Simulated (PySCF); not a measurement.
**One shape, several levels: SnBrF (SMILES [F][Sn][Br])**

We compute a comparison of 6 runs (HF/STO-3G, HF/3-21G, HF/def2-SVP, TPSS/STO-3G, BP86/def2-SVP, PBE0/def2-SVP) of SnBrF. Input form: a Python script.

The results are computed with PySCF 2.14.0.

### Step 1. The system as given

The species is SnBrF (3 atoms), meant as a singlet with charge 0. SMILES: `[F][Sn][Br]`. Geometry: relaxed at PBE0-D4/def2-TZVP.

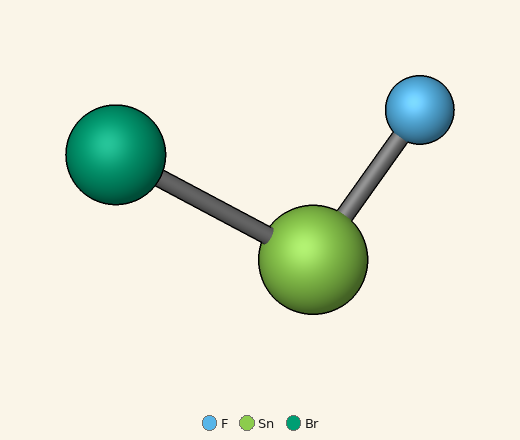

Viewed from a chosen angle; fluorine blue, tin green, bromine teal.

### Step 2. Energy and gradient at HF/STO-3G (run 1)

Contents of input.py:

```python
from pyscf import gto, scf

mol = gto.Mole()
mol.atom = [
    ('F', (-0.943200, 1.248900, -0.388900)),
    ('Sn', (-0.636500, -0.662500, -0.416800)),
    ('Br', (1.568700, -0.651200, 0.792400)),
]
mol.max_memory = 1860
mol.basis = 'sto-3g'
mol.verbose = 4
mol.build()

mf = scf.RHF(mol)
mf.conv_tol = 1e-10
mf.kernel()
if not mf.converged:
    mf = mf.newton().run(mf.mo_coeff, mf.mo_occ)

e_final = mf.e_tot
print('E = %.10f Eh' % e_final)
grad = mf.nuc_grad_method().kernel()
mf.analyze()
```

Started as:

```
OMP_NUM_THREADS=1 python input.py
```

Output:

```text
PySCF version 2.14.0

[... 74 lines left out ...]
DFT Exchange-Correlation Energy =     -260.648032962144043
[... 11 lines left out ...]
MO #10  energy= -57.660064697651   occ= 2
[... 9 lines left out ...]
MO #20  energy= -18.1863913241988  occ= 2
[... 9 lines left out ...]
MO #30  energy= -2.16910619374451  occ= 2
[... 9 lines left out ...]
MO #40  energy= -0.815316459319609 occ= 2
[... 9 lines left out ...]
MO #50  energy= 0.378432601981137  occ= 0
[... 56 lines left out ...]
Dipole moment(X, Y, Z, Debye): -2.18762, -0.61636, -1.26158
```

It took 5.7 s on 1 thread of Intel Xeon at 2.70GHz, shared host; peak memory 0.12 GiB.

### Step 3. Energy and gradient at HF/3-21G (run 2)

Contents of calc.py:

```python
import pyscf.grad
from pyscf import gto

mol = gto.M(
    atom='''
F       -0.943200       1.248900      -0.388900
Sn      -0.636500      -0.662500      -0.416800
Br       1.568700      -0.651200       0.792400
''',
    basis='3-21g',
    verbose=3,
    max_memory=1860,
)

mf = mol.RHF()
mf.conv_tol = 1e-10
mf.kernel()
if not mf.converged:
    mf = mf.newton().run(mf.mo_coeff, mf.mo_occ)

e_tot = mf.e_tot
print('E(%s) = %.9f' % ('HF', e_tot))
grad = mf.Gradients().kernel()
dip = mf.dip_moment()
pop, q = mf.mulliken_pop()
```

Started as:

```
OMP_NUM_THREADS=1 python calc.py
```

Output:

```text
converged SCF energy = -8655.32436242897
[... 7 lines left out ...]
Dipole moment(X, Y, Z, Debye): -2.51862, -2.33622, -1.61919
[... 66 lines left out ...]
charge of    2Br =     -0.49646
```

Run time: 6.9 s. Hardware: 1 thread of Intel Xeon at 2.70GHz, shared host; peak memory 0.13 GiB.

Run 3 isn't shown in full; the table further down has it.

### Step 4. Energy and forces at TPSS/STO-3G (run 4)

Contents of input.xyz:

```xyz
3

F     -0.943200     1.248900    -0.388900
Sn    -0.636500    -0.662500    -0.416800
Br     1.568700    -0.651200     0.792400
```

Contents of calc.py:

```python
# [F][Sn][Br]
import pyscf.grad
from pyscf import gto, dft

molecule = gto.M(
    atom='input.xyz',
    charge=0,
    max_memory=1860,
    verbose=4,
    basis='sto-3g',
)

mf = dft.RKS(molecule, xc='tpss')
mf.grids.level = 5
mf.conv_tol = 1e-10
mf.kernel()
if not mf.converged:
    mf = mf.newton().run(mf.mo_coeff, mf.mo_occ)

e_tot = mf.e_tot
print(f'total energy: {e_tot:.8f} hartree')
grad = mf.Gradients().kernel()
mf.analyze()
```

Started as:

```
OMP_NUM_THREADS=1 python calc.py
```

Output:

```text
PySCF version 2.14.0

[... 90 lines left out ...]
DFT Exchange-Correlation Energy =     -263.822296529527705
[... 11 lines left out ...]
MO #10  energy= -54.9409921367363  occ= 2
[... 9 lines left out ...]
MO #20  energy= -16.6229352347113  occ= 2
[... 9 lines left out ...]
MO #30  energy= -1.38310908778241  occ= 2
[... 9 lines left out ...]
MO #40  energy= -0.41637098186352  occ= 2
[... 9 lines left out ...]
MO #50  energy= 0.16918383566858   occ= 0
[... 56 lines left out ...]
Dipole moment(X, Y, Z, Debye): -1.62566,  0.37864, -0.85164
```

Run time: 16 s. Hardware: 1 thread of Intel Xeon at 2.70GHz, shared host; peak memory 0.52 GiB.

Run 5 isn't shown in full; the table further down has it.

### Step 5. Energy and forces at PBE0/def2-SVP (core potential) (run 6)

Contents of calc.py:

```python
from pyscf import gto, dft

mol = gto.M(
    atom='''
F   -0.943200   1.248900  -0.388900
Sn  -0.636500  -0.662500  -0.416800
Br   1.568700  -0.651200   0.792400
''',
    verbose=3,
    max_memory=1860,
    ecp={'Sn': 'def2-svp'},
    basis='def2-svp',
)

mf = dft.RKS(mol)
mf.xc = 'pbe0'
mf.conv_tol = 1e-10
mf.grids.level = 5
mf.kernel()
if not mf.converged:
    mf = mf.newton().run(mf.mo_coeff, mf.mo_occ)

energy = mf.e_tot
print('Final energy', energy)
grad = mf.nuc_grad_method().kernel()
mf.analyze()
```

Started as:

```
OMP_NUM_THREADS=1 python calc.py
```

Output:

```text
converged SCF energy = -2887.61159935078
[... 14 lines left out ...]
MO #7   energy= -8.75851012160464  occ= 2
[... 12 lines left out ...]
MO #20  energy= -1.15009406491491  occ= 2
[... 12 lines left out ...]
MO #33  energy= -0.290565641054042 occ= 2
[... 12 lines left out ...]
MO #46  energy= 0.496995440360308  occ= 0
[... 12 lines left out ...]
MO #59  energy= 3.12719283012151   occ= 0
[... 12 lines left out ...]
MO #72  energy= 51.7378347478092   occ= 0
[... 4 lines left out ...]
Dipole moment(X, Y, Z, Debye): -1.80908, -2.47006, -1.24422
```

Run time: 17 s. Hardware: 1 thread of Intel Xeon at 2.70GHz, shared host; peak memory 0.7 GiB.

### Step 6. Overview of the runs

```
run                           level  core potential  integration grid   energy (Eh)  dipole moment (D)  HOMO energy (eV)  LUMO energy (eV)  wall time
  1                       HF/STO-3G               –                 –  -8606.046019               2.60             -5.93              3.87      5.7 s
  2                        HF/3-21G               –                 –  -8655.324362               3.80             -9.78             -0.32      6.9 s
  3    HF/def2-SVP (core potential)        def2-svp                 –  -2884.901016               3.75            -10.25             -0.24      5.7 s
  4                     TPSS/STO-3G               –                 5  -8609.427407               1.87             -2.62              0.08       16 s
  5  BP86/def2-SVP (core potential)        def2-svp                 5  -2888.392542               2.98             -6.86             -3.64       23 s
  6  PBE0/def2-SVP (core potential)        def2-svp                 5  -2887.611599               3.30             -7.91             -2.90       17 s
```

### Step 7. Outcome

```
                       quantity           value
            run 6: total energy  -2887.61160 Eh
           run 6: dipole moment          3.30 D
             run 6: HOMO energy        -7.91 eV
             run 6: LUMO energy        -2.90 eV
           run 6: HOMO–LUMO gap         5.00 eV
run 6: largest force on an atom      0.445 eV/Å
```

What this shows: The dipole moment (its size) runs from 1.87 D (TPSS/STO-3G) to 3.80 D (HF/3-21G). The two ends differ in method and basis. The HOMO–LUMO gap runs from 2.69 eV (TPSS/STO-3G) to 10.01 eV (HF/def2-SVP). The two ends differ in method and basis and core potential. Totals of different functionals can't be ranked against each other. Some runs of one species differ in core potentials or relativity; totals across that change don't compare. In runs 1, 4 the basis is minimal, so the values are rough. In runs 1, 2, 4 relativity is left out where basis or elements ask for it. All runs together took 75 s, the longest 23 s.
